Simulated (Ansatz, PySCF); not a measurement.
Breaking a bond: GeNa (anion, charge -1), lowest triplet found (which spin is the ground state isn't settled by this scan).

- UKS-LDA (SVWN5)/6-31G* = unrestricted LDA (SVWN5)/6-31G*, spherical d in PySCF
- FCI = full CI/aug-cc-pVDZ, cores with 3d frozen (Ansatz, an electronic-structure program)
- ROMP2 = MP2 on ROHF/aug-cc-pVDZ, cores with 3d frozen (Ansatz)
- UKS-B3LYP/3-21G = unrestricted B3LYP/3-21G (PySCF)
- UKS-B3LYP/6-31G* = unrestricted B3LYP/6-31G*, spherical d run with PySCF 2.14.0

Energies are in mEh, each relative to the lowest point of its own curve between 2.61 and 3.84 Å, where full CI is lowest.

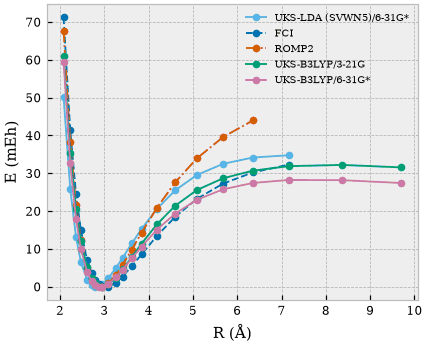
Figure. Energy against bond length for each method.

| R / Å | UKS-LDA (SVWN5)/6-31G* | FCI | ROMP2 | UKS-B3LYP/3-21G | UKS-B3LYP/6-31G* |
|---|---|---|---|---|---|
| 2.08 | 50.2 | 71.3 | 67.7 | 61.1 | 59.6 |
| 2.23 | 25.9 | 41.4 | 38.2 | 35.3 | 32.6 |
| 2.36 | 13.2 | 24.6 | 21.6 | 20.5 | 18.0 |
| 2.47 | 6.6 | 14.9 | 12.4 | 12.0 | 10.0 |
| 2.61 | 1.9 | 7.1 | 5.1 | 5.1 | 3.9 |
| 2.71 | 0.4 | 3.6 | 2.1 | 2.2 | 1.5 |
| 2.79 | 0.0 | 1.8 | 0.7 | 0.9 | 0.5 |
| 2.87 | 0.1 | 0.7 | 0.1 | 0.2 | 0.0 |
| 2.95 | 0.6 | 0.1 | 0.0 | 0.0 | 0.0 |
| 3.09 | 2.3 | 0.0 | 0.9 | 0.6 | 0.8 |
| 3.26 | 4.9 | 1.1 | 3.1 | 2.4 | 2.5 |
| 3.41 | 7.6 | 2.7 | 5.7 | 4.6 | 4.5 |
| 3.62 | 11.4 | 5.4 | 9.8 | 7.9 | 7.5 |
| 3.84 | 15.3 | 8.6 | 14.3 | 11.4 | 10.6 |
| 4.19 | 20.6 | 13.5 | 20.9 | 16.5 | 15.1 |
| 4.60 | 25.5 | 18.5 | 27.6 | 21.4 | 19.4 |
| 5.09 | 29.6 | 23.2 | 34.0 | 25.6 | 23.0 |
| 5.68 | 32.5 | 27.3 | 39.6 | 28.7 | 25.8 |
| 6.35 | 34.2 | 30.2 | 44.0 | 30.7 | 27.4 |
| 7.16 | 34.8 | 32.3 | — | 31.9 | 28.2 |
| 8.36 | — | — | — | 32.2 | 28.2 |
| 9.70 | — | — | — | 31.6 | 27.4 |

At the longest distance, 9.70 Å, UKS-B3LYP/3-21G lies highest above its minimum (31.6 mEh) and UKS-B3LYP/6-31G* lowest (27.4 mEh).

A dash means that the run gave no value there, or that the column was ended at a point which the program doubted or which failed a test of continuity chosen for this set; such a test can also cut sound points.

The unrestricted determinant behind UKS-LDA (SVWN5)/6-31G*, UKS-B3LYP/3-21G is spin-contaminated at 2.08 to 9.70 Å (<S²> up to 2.6, against 2.00 for a pure triplet). Where the anion isn't bound against loss of the electron, the finite basis alone holds it. Also computed but left out beside FCI, since their determinant holds another spin at the minimum (<S²> over 0.7 above the pure value): UHF, UMP2, UCCSD, UCCSD(T), UCCSDT, UCCSDT(Q), UHF/LANL2DZ. The T1 diagnostic of CCSD on the restricted reference of ROMP2 exceeds 0.045 at 2.08 to 6.35 Å. The unrestricted determinant behind UKS-B3LYP/6-31G* is spin-contaminated at 2.08 to 9.70 Å (<S²> up to 2.7, against 2.00 for a pure triplet).
